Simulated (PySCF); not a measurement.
Molecule: Sn(Cl)3(SiH3), SMILES [Sn]([Cl])([SiH3])([Cl])[Cl] (H3Cl3SiSn), singlet. Atoms near the plane z = 0.0 Å, at the CAM-B3LYP/def2-SVP optimised geometry (x, y, z in Å): Sn2 (-0.8, -1.1, 0.0), Cl3 (-1.5, 1.1, 0.0), Cl5 (1.5, -1.1, 0.0).

Computed with CAM-B3LYP/def2-TZVP, def2 effective core potentials past Kr in PySCF 2.14.0. The core electrons that the potentials of Sn replace are not part of the density. Cells within 0.4 Å of a nucleus heavier than hydrogen are left out (blank, or x). The values are rescaled to run from 0 to 1.

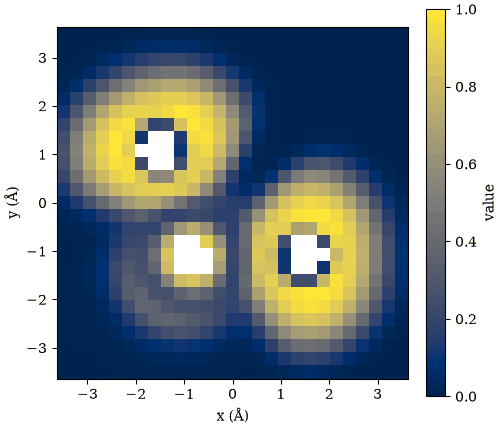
*a field on the plane z = 0.0 Å.*

Q: Which quantity is mapped?
(A) deformation density (molecule minus spherical neutral atoms)
(B) Laplacian of the electron density
(C) log10 of the electron density
(D) electron localisation function

A: D, electron localisation function
